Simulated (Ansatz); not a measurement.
# GePH2 (quartet): one geometry, many settings at a displaced geometry (v2)

Aim: run GePH2 (quartet) at one geometry under a spread of methods and options, and see what each costs and gives.

Program: Ansatz 0.2.0, Gaussian basis. Level of theory: the settings change from run to run. These are calculated values, not measurements.

21 further runs of the same task are left out: 13 that didn't finish, 8 set aside as unsound or not needed.

## Step 1: The system

The geometry is a PBE0/def2-TZVP stationary point (not a proven minimum) with its atoms shifted at random (size 0.100 Å). No spin-orbit coupling is included. The filled d shell of Ge may be among the frozen orbitals whatever the setting's name suggests; the logs give the count.

4 atoms, charge 0, spin multiplicity 4.

Atoms are counted from 1 here; the program's logs count them from 0.

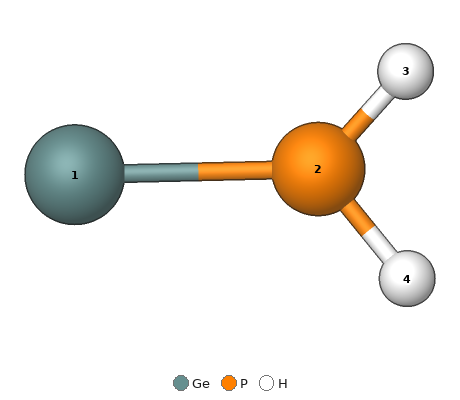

The geometry (germanium teal, phosphorus orange, hydrogen white); atoms are numbered from 1 in the order of the file.

## Step 2: CCSDT on UHF/STO-3G

File in.yaml:

```yaml
crystal:
  periodic: [false, false, false]
  atoms:
    - {symbol: Ge, position_ang: [0.049237, -0.001469, 0.816813]}
    - {symbol: P, position_ang: [-0.115637, 0.006905, -1.741521]}
    - {symbol: H, position_ang: [-0.039016, 1.040246, -2.683811]}
    - {symbol: H, position_ang: [0.044092, -1.146554, -2.665597]}
basis:
  gaussian: {orbitals: STO-3G}
magnetization: {spin_polarized: true, initial_magnetization: 3}
correlation: {method: ccsdt, electrons: outside_noble_gas}
scf: {lower_state_search: off}
```

Started as:

```bash
$ ansatz run in.yaml --threads 1 --pin off --events-out ev --progress --plain --max-ram 2393MiB
```

The log of the run, shortened:

```text
Functional definition: HF
  name "HF"
  cite "Fock, Z. Phys. 61, 126 (1930) doi:10.1007/BF01340294"
  parent pbe
[...]
391 factors; integrals over basis functions are off by at most 3.5e-8 eV
[...]
mean field -65026.22134687 eV, -2389.6695581415 hartree, gradient 2.4e-6 eV, S^2 3.766578; 0 other end points of the search recorded, 0 dependent functions left out
19 core orbitals not correlated, not the lowest: weight in the atoms' cores, before any rotation towards them, 0.518 or more for the frozen orbitals, at most 0.481 for the correlated occupied ones
reference -65026.22134687 eV, -2389.6695581415 hartree; 7, 4 occupied and 3, 6 virtual orbitals, 391 factors
second order -1.03043581 eV of doubles, -0.00000000 eV of singles
cycle   1  -1.37039955 eV  change   -3.4e-1 eV  update   5.5e-2
[...]
cycle  18  -1.61723830 eV  change   -3.5e-7 eV  update   9.5e-7
Total energy: -65027.83858517 eV, -2389.7289905530 hartree
Checks for a lower state left out: stability, starts, cluster_reference, orbital_swaps, neighbouring_geometries, increment
```

It took 0.3 s on 1 thread of Intel Xeon 6975P-C, shared host.

From the report: ⟨S²⟩ of the determinant 3.767 (pure quartet: 3.75); correlation -1.6172 eV; T1 0.010; largest double amplitude 0.07.

## Step 3: CASSCF(3,5)/cc-pVDZ

in.yaml: that of step 2 with these lines changed.

```diff
@@ -8,5 +8,5 @@
 basis:
-  gaussian: {orbitals: STO-3G}
-magnetization: {spin_polarized: true, initial_magnetization: 3}
-correlation: {method: ccsdt, electrons: outside_noble_gas}
-scf: {lower_state_search: off}
+  gaussian: {orbitals: cc-pVDZ}
+magnetization: {spin_polarized: false, initial_magnetization: 3}
+correlation: {active_space: {window: {electrons: 3, orbitals: 5}}}
+scf: {lower_state_search: light}
```

Launched as before.

The log of the run:

```text
Functional definition: HF
  name "HF"
  cite "Fock, Z. Phys. 61, 126 (1930) doi:10.1007/BF01340294"
  parent pbe
  exchange = exact_x
  correlation = 0
609 factors; integrals over basis functions are off by at most 1.3e-3 eV
mean field evaluation 1: about -65773.2515 eV, gradient 1.0e1 eV
mean field evaluation 2: about -65773.2587 eV, gradient 1.0e1 eV
mean field evaluation 4: about -65774.0088 eV, gradient 1.2e0 eV
mean field evaluation 8: about -65774.0193 eV, gradient 1.3e-3 eV
mean field evaluation 16: about -65774.0130 eV, gradient 3.8e-1 eV
mean field -65774.01927166 eV, -2417.1506250021 hartree, gradient 4.3e-6 eV, S^2 3.750000; 2 other end points of the search recorded, 0 dependent functions left out
reference -65774.01927166 eV, -2417.1506250021 hartree; 26, 23 occupied and 29, 32 virtual orbitals, 609 factors
state -65774.11177317 eV, -2417.1540243696 hartree
Total energy: -65774.11177317 eV, -2417.1540243696 hartree
```

It took 2 s on 1 thread of Intel Xeon 6975P-C, shared host.

From the report: 10 determinants; active occupations 1.00, 1.00, 1.00, 0.00, 0.00.

## Step 4: MP2 on ROHF/cc-pVDZ

in.yaml: that of step 3 with these lines changed.

```diff
@@ -10,3 +10,4 @@
 magnetization: {spin_polarized: false, initial_magnetization: 3}
-correlation: {active_space: {window: {electrons: 3, orbitals: 5}}}
-scf: {lower_state_search: light}
+correlation: {method: mp2, electrons: outside_noble_gas}
+accuracy: high
+scf: {lower_state_search: full}
```

The command is unchanged.

The log of the run, shortened:

```text
Functional definition: HF
  name "HF"
  cite "Fock, Z. Phys. 61, 126 (1930) doi:10.1007/BF01340294"
  parent pbe
[...]
1110 factors; integrals over basis functions are off by at most 4.6e-9 eV
[...]
mean field -65774.01933936 eV, -2417.1506274899 hartree, gradient 1.8e-8 eV, S^2 3.750000; 7 other end points of the search recorded, 0 dependent functions left out
19 core orbitals not correlated: weight in the atoms' cores, before any rotation towards them, 1.000 or more for the frozen orbitals, at most 0.000 for the correlated occupied ones
reference -65774.01933936 eV, -2417.1506274899 hartree; 7, 4 occupied and 29, 32 virtual orbitals, 1110 factors
second order -4.41077368 eV of doubles, -0.11992701 eV of singles
Total energy: -65778.55004005 eV, -2417.3171276691 hartree
```

Run time: 2.4 s. Hardware: 1 thread of Intel Xeon 6975P-C, shared host.

## Step 5: MP2 on ROHF/cc-pVDZ

in.yaml: that of step 4 with these lines changed.

```diff
@@ -10,4 +10,4 @@
 magnetization: {spin_polarized: false, initial_magnetization: 3}
-correlation: {method: mp2, electrons: outside_noble_gas}
+correlation: {method: mp2, electrons: valence}
 accuracy: high
-scf: {lower_state_search: full}
+output: {forces: true}
```

Same command.

The log of the run, shortened:

```text
Functional definition: HF
  name "HF"
  cite "Fock, Z. Phys. 61, 126 (1930) doi:10.1007/BF01340294"
  parent pbe
[...]
1110 factors; integrals over basis functions are off by at most 4.6e-9 eV
[...]
mean field -65774.01933936 eV, -2417.1506274899 hartree, gradient 1.8e-8 eV, S^2 3.750000; 2 other end points of the search recorded, 0 dependent functions left out
[...]
14 core orbitals not correlated: weight in the atoms' cores, before any rotation towards them, 1.000 or more for the frozen orbitals, at most 0.000 for the correlated occupied ones
reference -65774.01933936 eV, -2417.1506274899 hartree; 12, 9 occupied and 29, 32 virtual orbitals, 1110 factors
second order -4.86120822 eV of doubles, -0.12723070 eV of singles
[...]
Total energy: -65779.00777828 eV, -2417.3339492389 hartree
Atom 0 at     0.049237    -0.001469     0.816813 Å, force     0.091188     0.022230     0.473874 eV/Å
Atom 1 at    -0.115637     0.006905    -1.741521 Å, force    -0.153391    -1.386718    -0.902040 eV/Å
Atom 2 at    -0.039016     1.040246    -2.683811 Å, force     0.122304     0.320942    -0.325601 eV/Å
Atom 3 at     0.044092    -1.146554    -2.665597 Å, force    -0.060100     1.043546     0.753767 eV/Å
Dipole moment:    -0.024739     0.009231    -0.695050 e Å
```

It took 3 s on 1 thread of Intel Xeon 6975P-C, shared host.

## Step 6: NEVPT2(3,4)/cc-pVDZ

in.yaml: that of step 5 with these lines changed.

```diff
@@ -10,4 +10,3 @@
 magnetization: {spin_polarized: false, initial_magnetization: 3}
-correlation: {method: mp2, electrons: valence}
+correlation: {method: sc_nevpt2, electrons: outside_noble_gas, active_space: {window: {electrons: 3, orbitals: 4}}}
 accuracy: high
-output: {forces: true}
```

Launched as before.

The log of the run, shortened:

```text
Functional definition: HF
  name "HF"
  cite "Fock, Z. Phys. 61, 126 (1930) doi:10.1007/BF01340294"
  parent pbe
[...]
1110 factors; integrals over basis functions are off by at most 4.6e-9 eV
[...]
mean field -65774.01933936 eV, -2417.1506274899 hartree, gradient 1.8e-8 eV, S^2 3.750000; 2 other end points of the search recorded, 0 dependent functions left out
reference -65774.01933936 eV, -2417.1506274899 hartree; 26, 23 occupied and 29, 32 virtual orbitals, 1110 factors
state -65774.01933936 eV, -2417.1506274899 hartree
state -65774.01933936 eV, -2417.1506274899 hartree; corrected -65778.61834312 eV, -2417.3196377607 hartree
WARN: 1 active orbitals are nearly empty or full. The corrections depend on them more than the energy does, and are more stable in an active space without them
Total energy: -65778.61834312 eV, -2417.3196377607 hartree
```

It took 3.9 s on 1 thread of Intel Xeon 6975P-C, shared host.

From the report: 4 determinants; active occupations 1.00, 1.00, 1.00, 0.00. The report marks this result as in doubt.

## Step 7: CCSD(T) on UHF/def2-SVPD

File in.yaml:

```yaml
crystal:
  periodic: [false, false, false]
  atoms:
    - {symbol: Ge, position_ang: [0.049237, -0.001469, 0.816813]}
    - {symbol: P, position_ang: [-0.115637, 0.006905, -1.741521]}
    - {symbol: H, position_ang: [-0.039016, 1.040246, -2.683811]}
    - {symbol: H, position_ang: [0.044092, -1.146554, -2.665597]}
basis:
  gaussian: {orbitals: def2-SVPD}
magnetization: {spin_polarized: true, initial_magnetization: 3}
correlation: {method: ccsd_t, electrons: outside_noble_gas}
scf: {lower_state_search: off}
output: {forces: true}
```

The command is unchanged.

The log of the run, shortened:

```text
Functional definition: HF
  name "HF"
  cite "Fock, Z. Phys. 61, 126 (1930) doi:10.1007/BF01340294"
  parent pbe
[...]
743 factors; integrals over basis functions are off by at most 7.2e-4 eV
[...]
mean field -65765.07260135 eV, -2416.8218409323 hartree, gradient 8.5e-6 eV, S^2 3.797999; 0 other end points of the search recorded, 0 dependent functions left out
19 core orbitals not correlated: weight in the atoms' cores, before any rotation towards them, 1.000 or more for the frozen orbitals, at most 0.000 for the correlated occupied ones
reference -65765.07260135 eV, -2416.8218409323 hartree; 7, 4 occupied and 52, 55 virtual orbitals, 743 factors
second order -4.50180967 eV of doubles, -0.00000000 eV of singles
cycle   1  -5.26437857 eV  change   -7.6e-1 eV  update   7.7e-2
[...]
cycle  18  -5.59483748 eV  change    2.0e-7 eV  update   6.9e-7
perturbative correction -0.18488367 eV, -0.0067943496 hartree
[...]
Total energy: -65770.85232249 eV, -2417.0342417668 hartree
Atom 0 at     0.049237    -0.001469     0.816813 Å, force     0.098517     0.022023     0.575291 eV/Å
Atom 1 at    -0.115637     0.006905    -1.741521 Å, force    -0.179573    -1.321640    -0.889622 eV/Å
Atom 2 at    -0.039016     1.040246    -2.683811 Å, force     0.127344     0.325606    -0.358125 eV/Å
Atom 3 at     0.044092    -1.146554    -2.665597 Å, force    -0.046289     0.974011     0.672456 eV/Å
Dipole moment:    -0.025079     0.007957    -0.592580 e Å
Checks for a lower state left out: starts, cluster_reference, orbital_swaps, neighbouring_geometries, increment
```

It took 8 s on 1 thread of Intel Xeon 6975P-C, shared host; peak memory 0.37 GiB.

From the report: ⟨S²⟩ of the determinant 3.798 (pure quartet: 3.75); correlation -5.7797 eV; T1 0.022; largest double amplitude 0.03.

## Step 8: All runs side by side

Where basis and cores are those of an earlier UCCSDT(Q)/cc-pVDZ run (-65779.7750 eV), and the state is the same kind, the miss against it is given. † marks a result that the program doubts.

```tsv
level	correlated	functions	energy (eV)	from UCCSDT(Q) (meV)	time
CCSDT on UHF/STO-3G	outside noble gas	29	-65027.8386		0.3 s
CASSCF(3,5)/cc-pVDZ		55	-65774.1118	5663.2	2 s
MP2 on ROHF/cc-pVDZ	outside noble gas	55	-65778.5500	1225.0	2.4 s
MP2 on ROHF/cc-pVDZ	valence	55	-65779.0078		3 s
NEVPT2(3,4)/cc-pVDZ †	outside noble gas	55	-65778.6183	1156.7	3.9 s
CCSD(T) on UHF/def2-SVPD	outside noble gas	78	-65770.8523		8 s
```

## Step 9: What came out

| quantity | value |
| --- | --- |
| runs | 6 |
| quickest | CCSDT on UHF/STO-3G, 0.3 s |
| slowest | CCSD(T) on UHF/def2-SVPD, 8 s |

What this shows: Total energies in different bases, with other cores or another treatment of relativity can't be set against each other. CCSD(T) on UHF/def2-SVPD took 27 times as long as CCSDT on UHF/STO-3G; the jobs differ in more than the method. Among the correlated runs with a miss given, it spans +1157 to +1225 meV. Hartree-Fock, CASSCF and CASCI lack dynamic correlation by design.
